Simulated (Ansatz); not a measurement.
CH7AlSiTe (SMILES C[SiH2][Te][AlH2])

Input

```
crystal:
  periodic: [false, false, false]
  atoms:
    - {symbol: C, position_ang: [0.257928, -1.908455, -0.680799]}
    - {symbol: Al, position_ang: [-1.723465, 1.578151, -1.684295]}
    - {symbol: Si, position_ang: [0.393429, -0.455066, 0.505816]}
    - {symbol: Te, position_ang: [-1.816870, 0.782325, 0.713766]}
    - {symbol: H, position_ang: [0.025682, -1.555216, -1.697334]}
    - {symbol: H, position_ang: [-0.538079, -2.597880, -0.360518]}
    - {symbol: H, position_ang: [1.210471, -2.462979, -0.716579]}
    - {symbol: H, position_ang: [0.717430, -0.916305, 1.886001]}
    - {symbol: H, position_ang: [1.445821, 0.499114, 0.055607]}
    - {symbol: H, position_ang: [-2.903372, 2.482932, -2.221686]}
    - {symbol: H, position_ang: [-0.491882, 1.138955, -2.578679]}
basis:
  gaussian: {orbitals: def2-TZVPD}
hamiltonian: {xc: pbe0}
output: {forces: true, orbitals: {seedname: orbitals}}
```

Command:

```sh
ansatz run input.yaml --threads 2 --pin off --max-ram 4350MiB --events-out events.jsonl --progress --plain --runs-dir runs
```

Geometry: B3LYP-D3(BJ)/def2-SVP; core potentials replace the inner electrons of Te.

Level of theory: isolated molecule in a Gaussian basis; Kohn-Sham density functional theory, functional PBE0 (Ansatz 0.2.0).

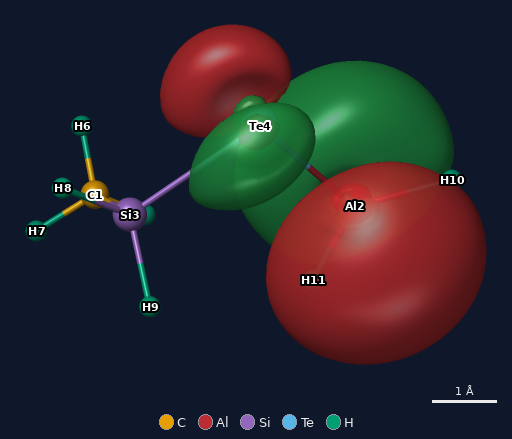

Figure 1. The LUMO at ±0.08 Å⁻³ᐟ² (green and red are the two phases), seen from one side.

Q: What is the character of this orbital?

A: Its weight (Hirshfeld) is mainly on Al2 (about 70 %) and Te4 (about 15 %). Its energy is −1.64 eV.

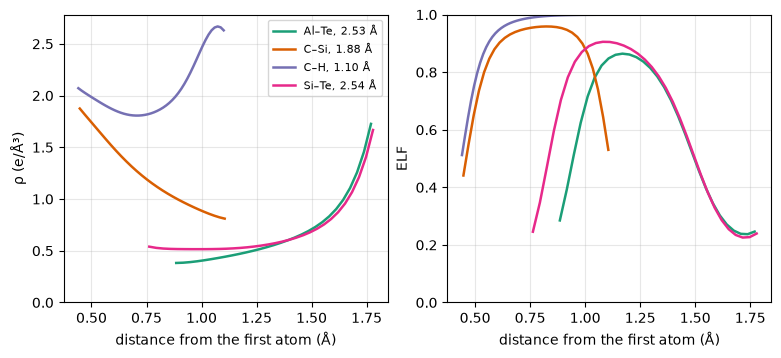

Figure 2. Electron density and ELF along straight lines between neighbouring atoms. The curves leave out the atomic cores.

Q: What kind of bonding do the profiles show?

A: Al–Te (2.53 Å): ρ is about 0.52 e/Å³ halfway; the ELF peaks at about 0.85 between the atoms: a shared electron pair.
C–Si (1.88 Å): the density is about 0.94 e/Å³ at the midpoint; the ELF peaks at about 0.95 between the atoms, as expected for a shared electron pair.
C–H (1.10 Å): the density is about 1.9 e/Å³ at the midpoint; the ELF climbs to about 1 towards the hydrogen, as it does in any bond to H; a covalent bond by its length.
Si–Te (2.54 Å): ρ is about 0.55 e/Å³ halfway; the ELF peaks at about 0.90 between the atoms; a covalent bond.

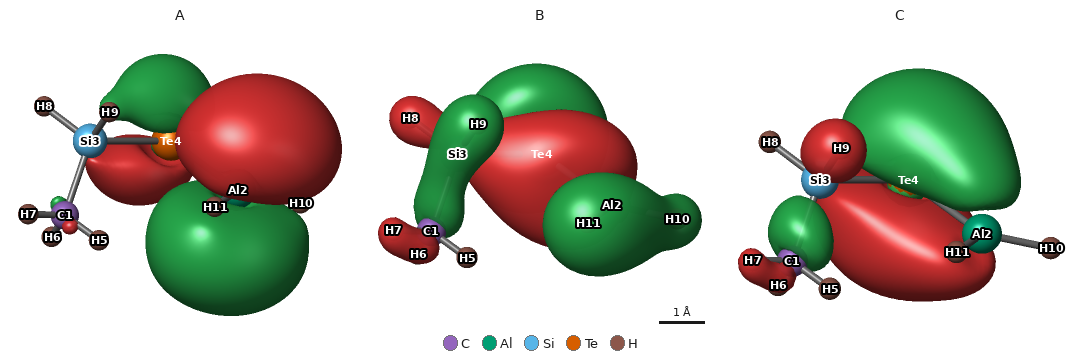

Figure 3. Three frontier orbitals at ±0.06 Å⁻³ᐟ² (green and red are the two phases), in no order.

Q: Order the three orbitals by energy and name them.

A: B is the HOMO−1 (−7.70 eV). It lies mainly on Te4 (about 60 %), Al2 (about 15 %), H11 (about 10 %) and Si3 (about 5 %). C is the HOMO (−6.68 eV). By Hirshfeld shares it lies mainly on Te4 (about 80 %) and Al2 (about 10 %). A is the LUMO (−1.64 eV). Its weight (Hirshfeld) is mainly on Al2 (about 70 %) and Te4 (about 15 %).

Q: What is the HOMO–LUMO gap?

A: 5.04 eV between the orbital energies.
